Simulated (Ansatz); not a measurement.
# WS2 (Tungstenite): the gap up the ladder of methods, part 2 of 2

Wanted: a ladder of band gaps for WS2 (Tungstenite), from density functionals to G0W0.

Ansatz 0.2.0; density functionals, hybrids and G0W0, plane waves, PAW. Known limits of the many-body steps: finite bands, screening cutoff and k mesh; no spin-orbit coupling in G0W0.

So far. Step 6 (HSE06 on the 6×6×2 mesh): Over mesh and listed points the gap is 1.578 eV, from k = Γ to k = (0.167, 0.167, 0.000). The least direct gap found is 2.218 eV, at k = (0.333, 0.333, 0.000). HSE06 against PBE: 1.578 − 1.046 = +0.532 eV. The runs also differ in mesh (12×12×2 and 6×6×2), so how much of this comes from the functional alone is not known. The program's warnings for this run: stress exchange threshold loose; stress scf threshold loose.

The database entry behind the starting cell differs from later determinations by our own check (an axis about 1.4 % long against later determinations), so it need not match the best structure at ambient conditions.

In doubt: masses and optical values from hybrid runs of this build are listed as unsure (step 10), which bears on the screening that GW takes from such a start.

## (8) DDH-PBE0 on the 6×6×2 mesh

The input asks for a share of exact exchange of one over the crystal's ε∞, which the program works out first.

This step: DFT, dielectric-dependent PBE0 (fraction 1/eps_inf of PBE), plane waves, PAW.

File input.yaml:

```yaml
crystal:
  lattice:
    - [3.18, 0.0, 0.0]
    - [-1.59, 2.753960784, 0.0]
    - [0.0, 0.0, 12.5]
  atoms:
    - { symbol: W, position: [0.3333333333, 0.6666666667, 0.25] }
    - { symbol: W, position: [0.6666666667, 0.3333333333, 0.75] }
    - { symbol: S, position: [0.3333333333, 0.6666666667, 0.625] }
    - { symbol: S, position: [0.6666666667, 0.3333333333, 0.125] }
    - { symbol: S, position: [0.3333333333, 0.6666666667, 0.875] }
    - { symbol: S, position: [0.6666666667, 0.3333333333, 0.375] }
  host: atoms
kpoints:
  mp_grid: { grid: [6, 6, 2] }
  band_path:
    path:
      - [0.0, 0.0, 0.0]
      - [0.5, 0.0, 0.0]
      - [0.3333333333, 0.3333333333, 0.0]
      - [0.0, 0.0, 0.5]
      - [0.5, 0.0, 0.5]
      - [0.3333333333, 0.3333333333, 0.5]
      - [0.1666666667, 0.1666666667, 0.0]
    npoints: 1
hamiltonian:
  xc:
    exchange: pbe
    correlation: pbe
    exx: { coeff: inverse_dielectric }
scf:
  occupations: { method: fixed }
  n_extra_bands: 6
output:
  forces: true
  stress: true
  eigenvalues: true
  write_density: true
  write_potential: true
  elf: true
  volumetric_format: npy
```

On the command line:

```sh
ansatz run input.yaml --threads 3 --pin off --max-ram 64512MiB --backend cuda --events-out ev --progress --plain --runs-dir out --devices 1 --max-vram 24GiB  # rebuilt from the run's record
```

Numbers of over 12 decimals in the logs are rounded to 6 here.

The program printed:

```text
[...]
the fraction of exact exchange is that of a crystal of W2S4
GPUs: using 1 of 1 available (devices: 1).
[...]
a weight of exact exchange comes from the crystal, and the text's number only plans the run
Solving k-mesh 6×6×4 for the fraction of exact exchange
[...]
--- Band table (eV; the first three rows and the last of 14) ---
  k-point 0: bands = [... 22 lower, 8.6596, 9.3374, 9.8910, 11.0367, 13.7672, 13.7672, 13.7768, 13.7768, ... 2 higher]
  k-point 1: bands = [... 22 lower, 8.6371, 8.6371, 10.7109, 10.7109, 13.7633, 13.7633, 13.7633, 13.7633, ... 2 higher]
  k-point 2: bands = [... 22 lower, 8.5778, 9.4262, 9.7977, 10.1870, 13.0568, 13.4887, 13.6256, 13.6934, ... 2 higher]
  k-point 13: bands = [... 22 lower, 7.8083, 7.8083, 10.3571, 10.3571, 12.5983, 12.5983, 14.1948, 14.1948, ... 2 higher]
[key lines of the parts left out:]
Free energy (F): -24382.715256 eV
Fermi energy:    11.036716 eV
P = ⅓ Tr σ = 0.6422 GPa (6.422 kbar)
```

The job ended after 86 s (1 × NVIDIA H100 80GB HBM3 (shared by 3 runs) with 3 threads of AMD EPYC 7R13 (Zen 3), shared host; peak memory 2.4 GiB).

This step gave:

| Quantity | Value |
| --- | --- |
| gap | 1.465 eV |
| valence top at | Γ |
| conduction bottom at | k = (0.167, 0.167, 0.000) |
| least direct gap | 2.146 eV |
| exact-exchange fraction | 0.09024 |

Over mesh and listed points the gap is 1.465 eV, from k = Γ to k = (0.167, 0.167, 0.000). The least direct gap found is 2.146 eV, at k = (0.333, 0.333, 0.000). DDH-PBE0 against PBE0: 1.465 − 2.236 = −0.771 eV, with the same mesh, files and cutoff, and both edges at the same k points. The program's warnings for this run: stress exchange threshold loose; stress scf threshold loose.

## (9) G0W0@PBE, 6×6×2 mesh, 703 empty bands, screening to 200 eV

G0W0 replaces the xc potential by a self-energy built once from the orbitals of the start. Levels are corrected in the window of bands that the input names, at points of the mesh.

This step: G0W0 on PBE, plane waves, PAW.

File input.yaml:

```yaml
crystal:
  lattice:
    - [3.18, 0.0, 0.0]
    - [-1.59, 2.753960784, 0.0]
    - [0.0, 0.0, 12.5]
  atoms:
    - { symbol: W, position: [0.3333333333, 0.6666666667, 0.25] }
    - { symbol: W, position: [0.6666666667, 0.3333333333, 0.75] }
    - { symbol: S, position: [0.3333333333, 0.6666666667, 0.625] }
    - { symbol: S, position: [0.6666666667, 0.3333333333, 0.125] }
    - { symbol: S, position: [0.3333333333, 0.6666666667, 0.875] }
    - { symbol: S, position: [0.6666666667, 0.3333333333, 0.375] }
kpoints:
  mp_grid: { grid: [6, 6, 2] }
hamiltonian:
  xc: pbe
scf:
  occupations: { method: fixed }
gw:
  n_empty_bands: 703
  ecut_chi: 200.0
  qp_bands: [v2, c2]
  qp_kpoints: band_edges
  screening: { model: contour_deformation }
```

The program printed:

```text
GPUs: using 1 of 1 available (devices: 1).
[...]
GPU FFT provider: cuFFT
GPU libraries: cuBLAS 13.8.2, cuFFT 12.4.0, cuSOLVER 12.3.4
Crystal: 6 atoms, lattice volume = 109.470 Å³
Basis set: ecut = 420 eV, 2129 PW (Γ)
Bands: 32, of which v1, the nominal top of the filled ones, is band 26 counted from 1 (25 counted from 0)
Symmetry: 24 space group operations
[...]
k-points: 14 of 72
[...]
1    28     13.5077   -13.6700    -4.4440   -18.2965  0.7541    13.6907    13.6901  root
[...]
13    25     10.6075   -18.8759     0.3664   -18.1348  0.7551    10.2311    10.2328  root
    13    26     10.6075   -18.8759     0.3664   -18.1348  0.7551    10.2311    10.2328  root
    13    27     12.4366   -15.7105    -4.0139   -19.8326  0.7522    12.5449    12.5447  root
    13    28     12.4366   -15.7105    -4.0139   -19.8326  0.7522    12.5449    12.5447  root
[key lines of the parts left out:]
SCF converged after 6 iterations
Free energy (F): -24382.796141 eV
Fermi energy:    11.265030 eV
```

Wall time 40 s (1 × NVIDIA H100 80GB HBM3 (shared by 3 runs) with 3 threads); peak memory 2.6 GiB; 68 s of CPU time.

Numbers from this step:

```yaml
bands_summed: 729
rpa_eps_infinity_on_this_mesh_eigenvalues: 5.405, 13.95, 13.95
plane_waves_in_the_screening_matrix: 713
g0w0_gap_over_the_corrected_points: 1.460 eV
k_of_the_valence_top: 0, 0, 0
k_of_the_conduction_bottom: 0.1667, 0.1667, 0
starting_gap_on_the_mesh: 1.047 eV
z_at_the_valence_top: 0.7514
z_at_the_conduction_bottom: 0.7630
least_direct_g0w0_gap_over_the_corrected_points: 2.212 eV
```

Over 10 of 14 irreducible mesh points the G0W0 gap is 1.460 eV, from k = Γ to k = (0.167, 0.167, 0.000). The PBE gap of this run on the mesh is 1.047 eV. The two states that bound the G0W0 gap lie that far apart at the start, so the correction of the gap is 1.460 − 1.047 = +0.413 eV.

## (10) G0W0@HSE06, 6×6×2 mesh, 703 empty bands, screening to 200 eV

This step: G0W0 on HSE06, plane waves, PAW.

Edit input.yaml of step 9 so:

```diff
@@ -15,3 +15,3 @@
 hamiltonian:
-  xc: pbe
+  xc: hse06
 scf:
```

The program printed:

```text
GPUs: using 1 of 1 available (devices: 1).
[...]
GPU FFT provider: cuFFT
GPU libraries: cuBLAS 13.8.2, cuFFT 12.4.0, cuSOLVER 12.3.4
Crystal: 6 atoms, lattice volume = 109.470 Å³
Basis set: ecut = 420 eV, 2129 PW (Γ)
Bands: 32, of which v1, the nominal top of the filled ones, is band 26 counted from 1 (25 counted from 0)
Symmetry: 24 space group operations
[...]
k-points: 14 of 72
[...]
1    27     13.8710   -13.5141    -4.3500   -17.8127  0.7788    13.8197    13.8196  root
     1    28     13.8710   -13.5141    -4.3500   -17.8127  0.7788    13.8197    13.8196  root
[...]
13    25     10.2498   -18.7532     0.3061   -18.2691  0.7805    10.0715    10.0718  root
    13    26     10.2498   -18.7532     0.3061   -18.2691  0.7805    10.0715    10.0718  root
    13    27     12.5649   -15.5678    -3.8920   -19.4483  0.7773    12.5534    12.5534  root
    13    28     12.5649   -15.5678    -3.8920   -19.4483  0.7773    12.5534    12.5534  root
[key lines of the parts left out:]
Free energy (F): -24386.871162 eV
Fermi energy:    10.936866 eV
```

Elapsed: 2.1 min, on 1 × NVIDIA H100 80GB HBM3 (shared by 3 runs) with 3 threads; peak memory 3.1 GiB.

Numbers from this step:

* bands summed: 729
* RPA ε∞ on this mesh (eigenvalues): 4.600, 11.12, 11.12
* plane waves in the screening matrix: 713
* G0W0 gap over the corrected points: 1.669 eV
* k of the valence top: 0, 0, 0
* k of the conduction bottom: 0.1667, 0.1667, 0
* starting gap on the mesh: 1.578 eV
* Z at the valence top: 0.7773
* Z at the conduction bottom: 0.7871
* least direct G0W0 gap over the corrected points: 2.382 eV

Over 10 of 14 irreducible mesh points the G0W0 gap is 1.669 eV, from k = Γ to k = (0.167, 0.167, 0.000). The HSE06 gap of this run on the mesh is 1.578 eV. The two states that bound the G0W0 gap lie that far apart at the start, so the correction of the gap is 1.669 − 1.578 = +0.091 eV. G0W0@HSE06 against G0W0@PBE with 729 bands: 1.669 − 1.460 = +0.209 eV, with the same mesh, files and cutoffs, and both edges at the same k points.

## (11) G0W0@r2SCAN, 6×6×2 mesh, 703 empty bands, screening to 200 eV

This step: G0W0 on r2SCAN, plane waves, PAW.

Edit input.yaml of step 10 so:

```diff
@@ -15,3 +15,3 @@
 hamiltonian:
-  xc: hse06
+  xc: r2scan
 scf:
```

The program printed:

```text
GPUs: using 1 of 1 available (devices: 1).
[...]
GPU FFT provider: cuFFT
GPU libraries: cuBLAS 13.8.2, cuFFT 12.4.0, cuSOLVER 12.3.4
Crystal: 6 atoms, lattice volume = 109.470 Å³
Basis set: ecut = 500 eV, 2775 PW (Γ), exchange–correlation on 96×96×384 points (64 copies of the dense FFT grid, shifted against one another)
Bands: 32, of which v1, the nominal top of the filled ones, is band 26 counted from 1 (25 counted from 0)
[...]
1    28     13.5312   -13.7450    -4.4178   -18.3912  0.7618    13.7605    13.7597  root
[...]
13    25     10.4352   -18.9884     0.3559   -18.3924  0.7626    10.1945    10.1951  root
    13    26     10.4352   -18.9884     0.3559   -18.3924  0.7626    10.1945    10.1951  root
    13    27     12.3877   -15.9338    -3.9717   -20.0992  0.7586    12.5819    12.5814  root
    13    28     12.3877   -15.9338    -3.9717   -20.0992  0.7586    12.5819    12.5814  root
[key lines of the parts left out:]
SCF converged after 7 iterations
Free energy (F): -24423.281796 eV
Fermi energy:    11.139004 eV
```

The job ended after 28 s (1 × NVIDIA H100 80GB HBM3 (shared by 3 runs) with 3 threads; peak memory 2.9 GiB; 50 s of CPU time).

This step gave:

```yaml
bands_summed: 729
rpa_eps_infinity_on_this_mesh_eigenvalues: 5.061, 12.89, 12.89
plane_waves_in_the_screening_matrix: 713
g0w0_gap_over_the_corrected_points: 1.530 eV
k_of_the_valence_top: 0, 0, 0
k_of_the_conduction_bottom: 0.1667, 0.1667, 0
starting_gap_on_the_mesh: 1.155 eV
z_at_the_valence_top: 0.7588
z_at_the_conduction_bottom: 0.7698
least_direct_g0w0_gap_over_the_corrected_points: 2.287 eV
```

Over 10 of 14 irreducible mesh points the G0W0 gap is 1.530 eV, from k = Γ to k = (0.167, 0.167, 0.000). The r2SCAN gap of this run on the mesh is 1.155 eV. The two states that bound the G0W0 gap lie that far apart at the start, so the correction of the gap is 1.530 − 1.155 = +0.375 eV. G0W0@r2SCAN against G0W0@HSE06 with 729 bands: 1.530 − 1.669 = −0.139 eV. The runs also differ in plane-wave cutoff (420 eV and 500 eV), so how much of this comes from the start alone is not known.

## (12) Gap and time by level

Each gap is the least one over the points named; times are wall times on shared hosts, not benchmarks. A G0W0 time includes the run's own self-consistent start. Runs with listed points see these and the mesh alone, so an edge that moves elsewhere is missed. Rows marked * are further runs, not shown as steps, whose inputs differ from the G0W0 step on the same start in the columns given; solver thresholds can differ too.

| level | mesh | files, cutoff | bands summed, screening | points | gap (eV) | valence top | conduction bottom | least direct gap (eV) | time |
| --- | --- | --- | --- | --- | --- | --- | --- | --- | --- |
| LDA | 12×12×2 | soft_2 PAW, 420 eV | - | mesh and listed points | 0.970 | Γ | (0.167, 0.167, 0.000) | 1.716 | 4.3 s |
| PBE | 12×12×2 | soft_2 PAW, 420 eV | - | mesh and path | 1.046 | Γ | (0.167, 0.167, 0.000) | 1.739 | 4.4 s |
| PBE+SOC | 12×12×2 | soft_2 PAW, 420 eV | - | mesh and listed points | 0.996 | Γ | (0.167, 0.167, 0.000) | 1.545 | 5.5 s |
| r2SCAN | 12×12×2 | soft_2 PAW, 500 eV | - | mesh and listed points | 1.154 | Γ | (0.167, 0.167, 0.000) | 1.862 | 13 s |
| HSE06 | 6×6×2 | soft_2 PAW, 420 eV | - | mesh and listed points | 1.578 | Γ | (0.167, 0.167, 0.000) | 2.218 | 56 s |
| PBE0 | 6×6×2 | soft_2 PAW, 420 eV | - | mesh and listed points | 2.236 | Γ | (0.167, 0.167, 0.000) | 2.872 | 21 s |
| DDH-PBE0 | 6×6×2 | soft_2 PAW, 420 eV | - | mesh and listed points | 1.465 | Γ | (0.167, 0.167, 0.000) | 2.146 | 86 s |
| G0W0@PBE* | 6×6×2 | soft_2 PAW, 420 eV | 274, 100 eV | 10 of 14 irreducible mesh points | 1.408 | Γ | (0.167, 0.167, 0.000) | 2.214 | 10 s |
| G0W0@PBE | 6×6×2 | soft_2 PAW, 420 eV | 729, 200 eV | 10 of 14 irreducible mesh points | 1.460 | Γ | (0.167, 0.167, 0.000) | 2.212 | 40 s |
| G0W0@HSE06 | 6×6×2 | soft_2 PAW, 420 eV | 729, 200 eV | 10 of 14 irreducible mesh points | 1.669 | Γ | (0.167, 0.167, 0.000) | 2.382 | 2.1 min |
| G0W0@r2SCAN | 6×6×2 | soft_2 PAW, 500 eV | 729, 200 eV | 10 of 14 irreducible mesh points | 1.530 | Γ | (0.167, 0.167, 0.000) | 2.287 | 28 s |

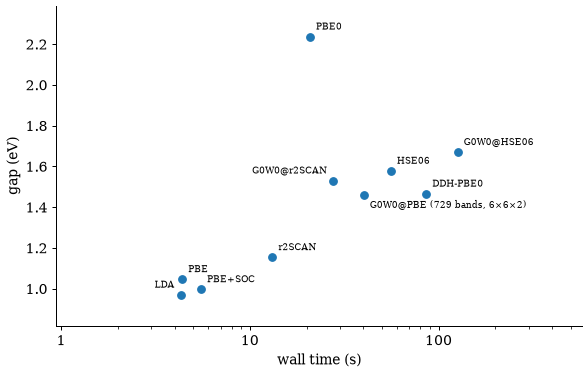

Gap against wall time for the runs shown as steps.

## (13) Results

```json
{
 "LDA, over mesh and listed points": "0.970 eV",
 "PBE, over mesh and path": "1.046 eV",
 "PBE+SOC, over mesh and listed points": "0.996 eV",
 "r2SCAN, over mesh and listed points": "1.154 eV",
 "HSE06, over mesh and listed points": "1.578 eV",
 "PBE0, over mesh and listed points": "2.236 eV",
 "DDH-PBE0, over mesh and listed points": "1.465 eV",
 "G0W0@PBE (729 bands, 6×6×2), over 10 of 14 irreducible mesh points": "1.460 eV",
 "G0W0@HSE06, over 10 of 14 irreducible mesh points": "1.669 eV",
 "G0W0@r2SCAN, over 10 of 14 irreducible mesh points": "1.530 eV",
 "known limits": "finite bands, screening cutoff and k mesh; no spin-orbit coupling in G0W0"
}
```

In words: The rows run from 0.970 eV (LDA) to 2.236 eV (PBE0). They differ in mesh, plane-wave cutoff, bands and screening cutoff of G0W0 and the points over which the gap was sought as well as in level, so only pairs that share these are like for like. PBE against LDA: 1.046 − 0.970 = +0.076 eV, with the same mesh, files and cutoff, and both edges at the same k points. PBE+SOC against PBE: 0.996 − 1.046 = −0.050 eV, with the same mesh, set of files (read in its fully relativistic form for the spin-orbit run) and cutoff, and both edges at the same k points. The spin-orbit run sees mesh and listed points alone, so its gap is an upper bound: the coupling can move an edge off these points, and the change over the zone, its sign included where it is small, is not known. PBE0 against HSE06: 2.236 − 1.578 = +0.658 eV, with the same mesh, files and cutoff, and both edges at the same k points. DDH-PBE0 against PBE0: 1.465 − 2.236 = −0.771 eV, with the same mesh, files and cutoff, and both edges at the same k points. G0W0@HSE06 against G0W0@PBE with 729 bands: 1.669 − 1.460 = +0.209 eV, with the same mesh, files and cutoffs, and both edges at the same k points. The dielectric-dependent hybrid took 0.090 of exact exchange, against 0.25 in PBE0. G0W0@PBE (729 bands, 6×6×2) moves the gap of its own start on the mesh by 1.460 − 1.047 = +0.413 eV, between the same two levels. Both edges that PBE shows over mesh and path lie at k points where levels were corrected. Levels at other points were not corrected, so a lower G0W0 gap elsewhere in the zone is not ruled out. G0W0@HSE06 moves the gap of its own start on the mesh by 1.669 − 1.578 = +0.091 eV, between the same two levels. Both edges that HSE06 shows over mesh and listed points lie at k points where levels were corrected. Levels at other points were not corrected, so a lower G0W0 gap elsewhere in the zone is not ruled out. G0W0@r2SCAN moves the gap of its own start on the mesh by 1.530 − 1.155 = +0.375 eV, between the same two levels. Both edges that r2SCAN shows over mesh and listed points lie at k points where levels were corrected. Levels at other points were not corrected, so a lower G0W0 gap elsewhere in the zone is not ruled out. What spin-orbit coupling does to the G0W0 levels was not computed, so no sum with the G0W0 gap is formed. For G0W0@PBE: from 274 bands and 100 eV to 729 bands and 200 eV the gap moves by 1.460 − 1.408 = +0.052 eV; bands and screening cutoff rise together, so their parts are not told apart. Two runs can't test a law of convergence, so the limit is not known. The other G0W0 rows are shown at one basis each (729 bands), so their distance from the limit is not known here. The G0W0 runs are scalar-relativistic. No pair of G0W0 runs that differ in the mesh alone is shown (6×6×2 is a supercell whose nearest images lie 19 Å apart), so the error from the mesh is not known here. G0W0 is shown with one set of atomic data (soft_2 PAW), so the error from the files is not known here.

[Paths, hosts, dates, memory and timing lines, banners, echoed tables and standing remarks are left out of the program output.]

[Logs are printed without paths, hosts, clocks, repeated set-up lines and the standing remarks that a program may print on its own settings, such as how far it seeks lower states.]

[Runs of the session that timed out or met a known fault of the program may be left out.]

[Cells called generated may have been cut or substituted from an entry of the Crystallography Open Database or the Materials Project.]

[Hosts, paths, dates, database ids (printed as entryN), source tags and the programs' standing remarks are cut or masked in the printed files.]

[Where an RPA ε∞ is given, it is that of the G0W0 mesh and is not shown converged in it. Names of k-points follow the symmetry that the program found, which can be lower than the space group named. Band edges on a path are those of the sampled points; other points can move an edge, and change direct to indirect where valleys lie close.]

[Hybrid gaps are those of their k-mesh and are not shown converged in it.]
